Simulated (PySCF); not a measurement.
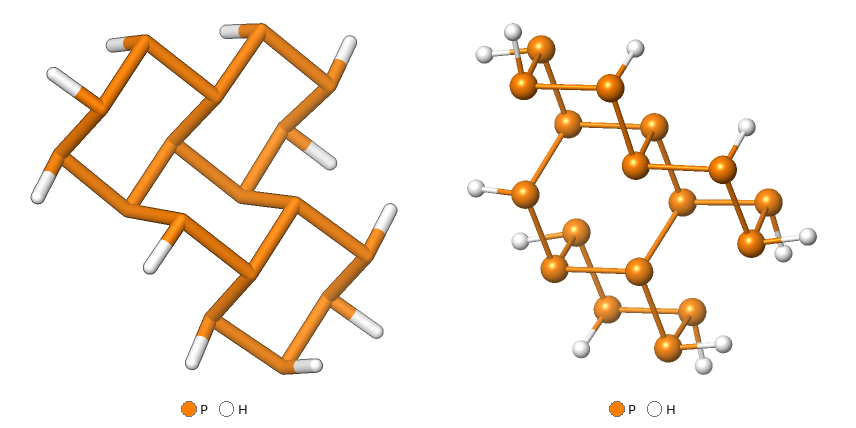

The same structure drawn twice, from different directions.

Computed geometry: GFN2-xTB optimisation. No frequency run is at hand to confirm it as a minimum.

Count the atoms of each element.

Answer. P17H11, 28 atoms: 17 phosphorus and 11 hydrogen.

How many bonds of each kind are drawn?

Answer. 20 P–P, 11 P–H. Sticks follow a distance rule.

The parts below concern this one geometry. Atoms keep their numbers from picture to picture.

## Shape

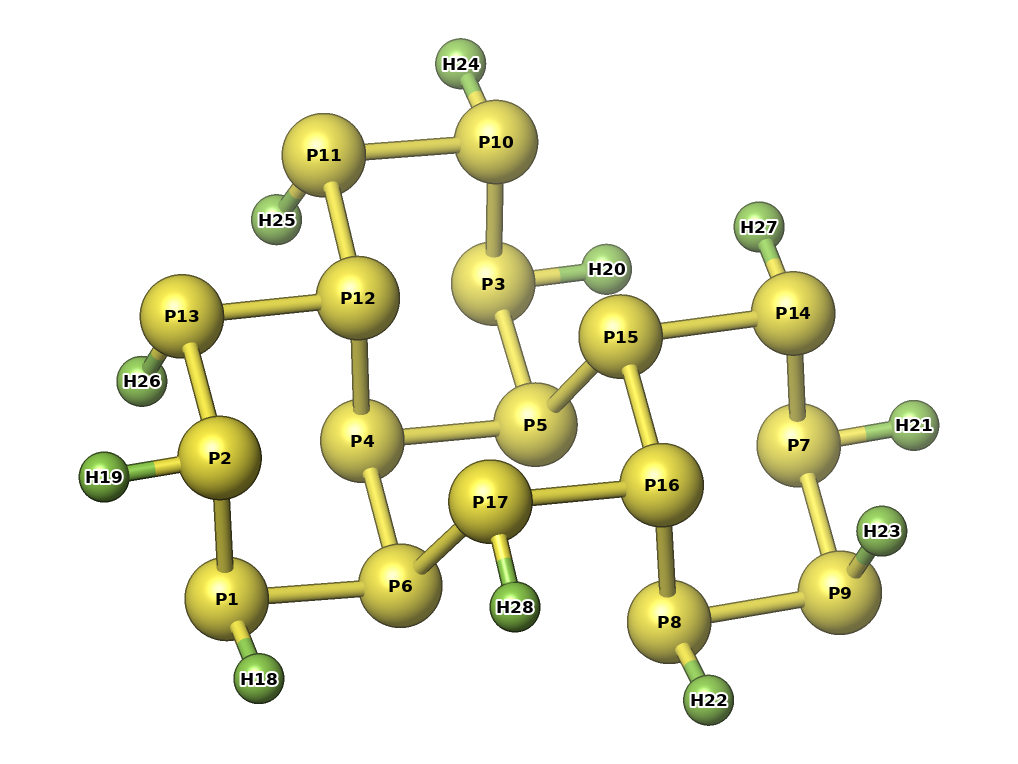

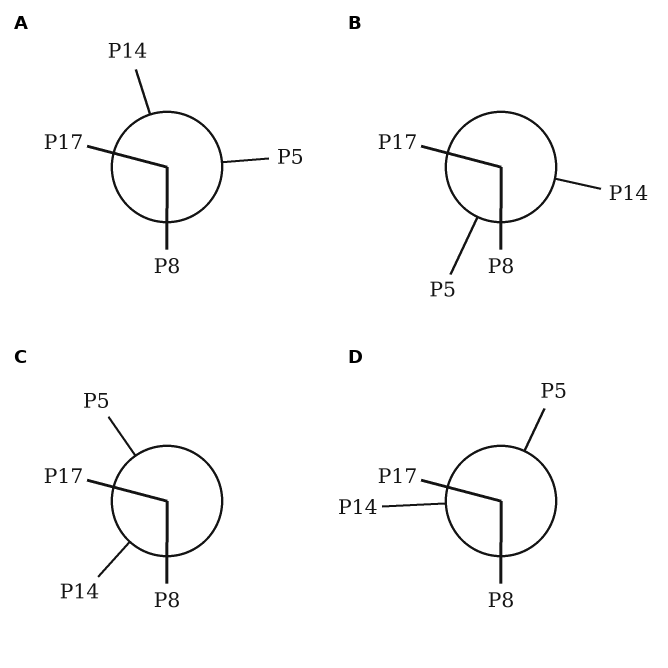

Atoms fade into the background with distance from the viewer. Bonds that would overlap in a projection are set slightly apart. No frequency run is at hand to confirm it as a minimum.

Which Newman projection shows the view along P16–P15, with P16 in front?

Answer. B. The torsion angle P8–P16–P15–P5 is 25°, synperiplanar.

## Excitation

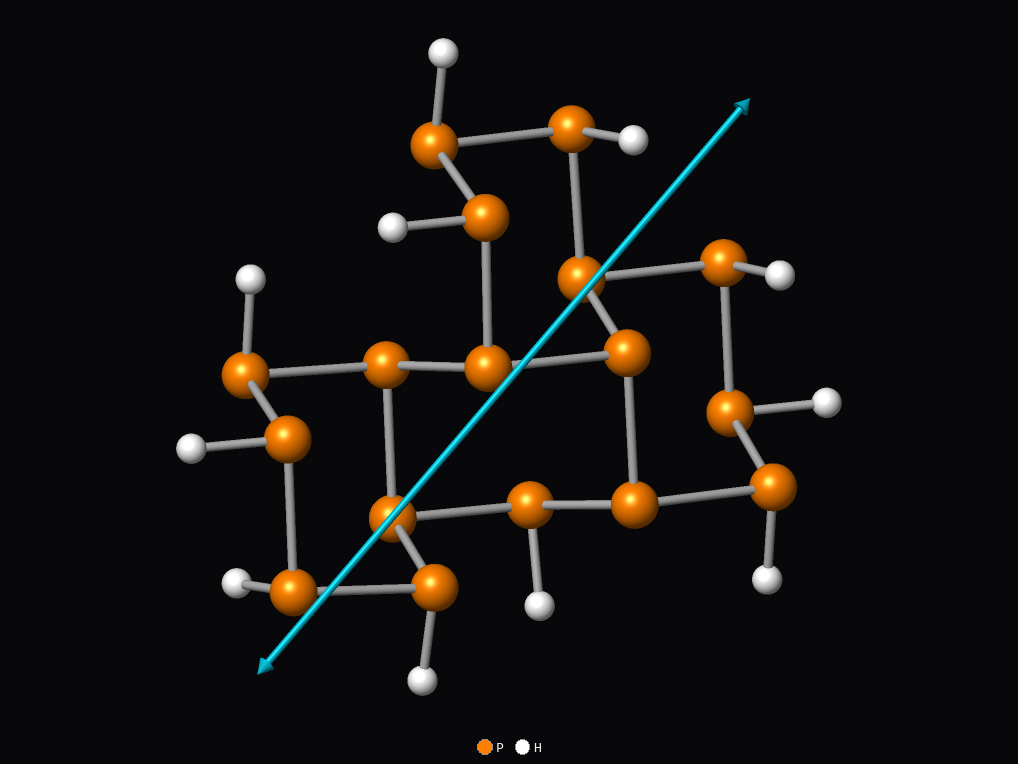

The double arrow shows the direction of the transition dipole to excited singlet state 1 (its length means nothing). No frequency run is at hand to confirm it as a minimum. Properties computed with TDDFT CAM-B3LYP/def2-SVP, vertical, gas phase, core orbitals frozen in the response, virtual orbitals cut by energy (PySCF 2.14.0).

Where does the transition lie, and how strong is it?

Answer. 3.76 eV (330 nm), oscillator strength 0.16, mainly HOMO → LUMO (weight 0.92); transition dipole 3.31 D.

## Charges

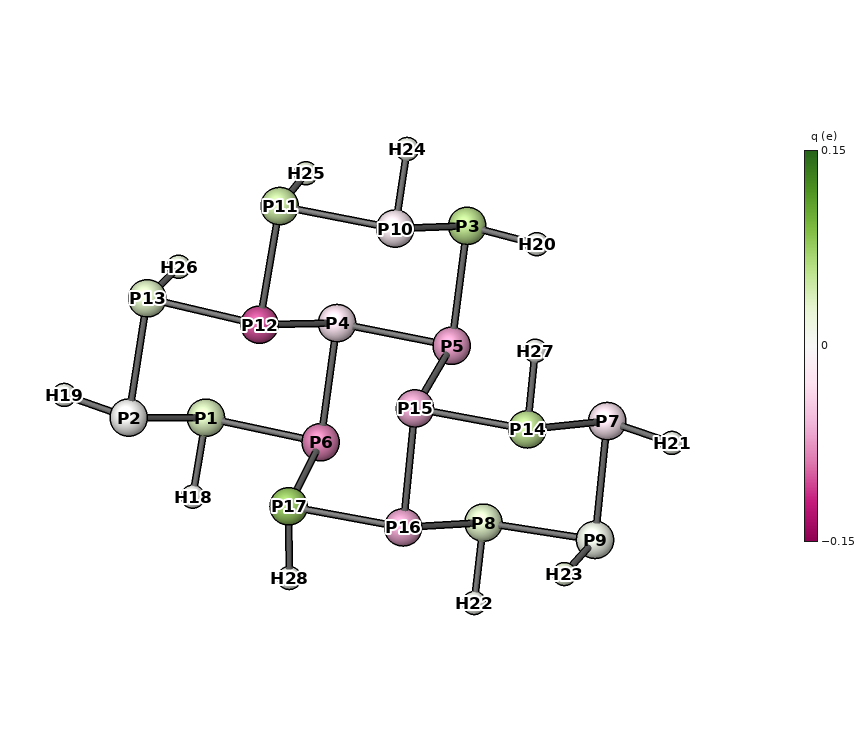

Atoms are coloured by their Mulliken charges. No frequency run is at hand to confirm it as a minimum. Level of theory: CAM-B3LYP/def2-SVP, gas phase (PySCF 2.14.0).

Which atom carries the highest charge (most positive or least negative)?

Answer. P17 (0.07 e).

And the lowest?

Answer. P12 (−0.10 e).

List the Mulliken charges.

```json
{"atom": "P1", "value (e)": "0.04"}
{"atom": "P2", "value (e)": "0.00"}
{"atom": "P3", "value (e)": "0.06"}
{"atom": "P4", "value (e)": "−0.02"}
{"atom": "P5", "value (e)": "−0.07"}
{"atom": "P6", "value (e)": "−0.08"}
{"atom": "P7", "value (e)": "−0.02"}
{"atom": "P8", "value (e)": "0.03"}
{"atom": "P9", "value (e)": "0.01"}
{"atom": "P10", "value (e)": "−0.02"}
{"atom": "P11", "value (e)": "0.05"}
{"atom": "P12", "value (e)": "−0.10"}
{"atom": "P13", "value (e)": "0.03"}
{"atom": "P14", "value (e)": "0.05"}
{"atom": "P15", "value (e)": "−0.07"}
{"atom": "P16", "value (e)": "−0.07"}
{"atom": "P17", "value (e)": "0.07"}
{"atom": "H18", "value (e)": "0.00"}
{"atom": "H19", "value (e)": "0.01"}
{"atom": "H20", "value (e)": "0.00"}
{"atom": "H21", "value (e)": "0.01"}
{"atom": "H22", "value (e)": "0.01"}
{"atom": "H23", "value (e)": "0.02"}
{"atom": "H24", "value (e)": "0.01"}
{"atom": "H25", "value (e)": "0.02"}
{"atom": "H26", "value (e)": "0.02"}
{"atom": "H27", "value (e)": "0.00"}
{"atom": "H28", "value (e)": "0.01"}
```

## Polarisability

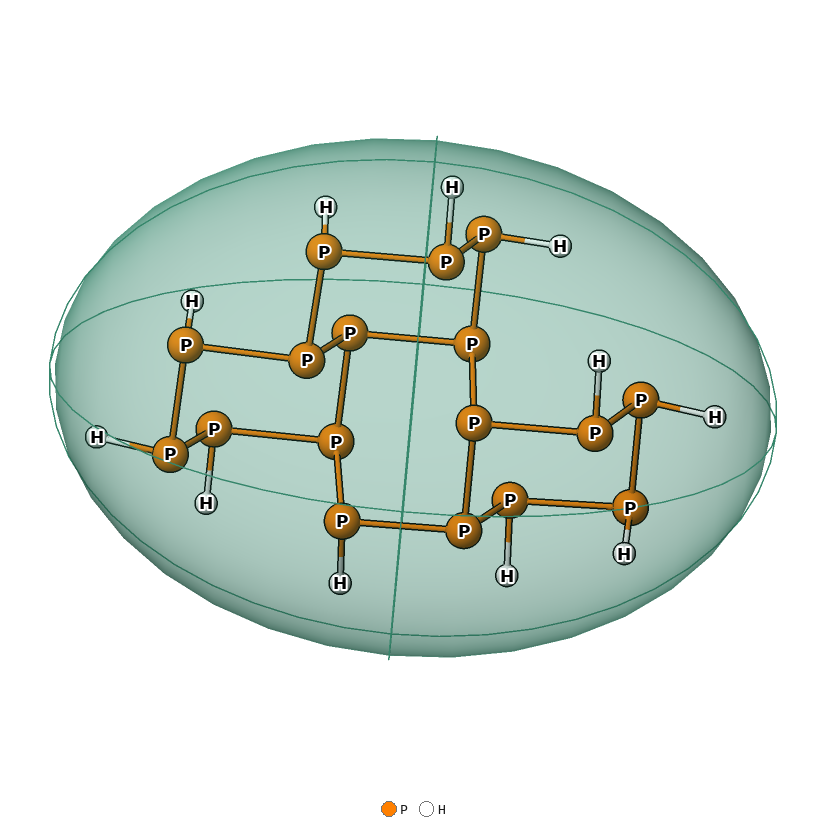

The ellipsoid shows the static dipole polarisability: its half-axes are proportional to the principal values. No frequency run is at hand to confirm it as a minimum. Level of theory: CAM-B3LYP/def2-SVP (PySCF 2.14.0).

Give the principal values, the mean and the anisotropy.

Answer. Principal values 250.6, 392.9, 482.6 bohr³; mean 375.4 bohr³ (55.62 Å³); anisotropy 202.7 bohr³, so the longest axis is 1.93 times the shortest.

Mulliken values depend strongly on the basis set and can even reverse the polarity of a bond. The geometry is semi-empirical. Around P such bond lengths and angles can be off by a tenth of an ångström or more and by several degrees, and values that hang on the shape move with them.
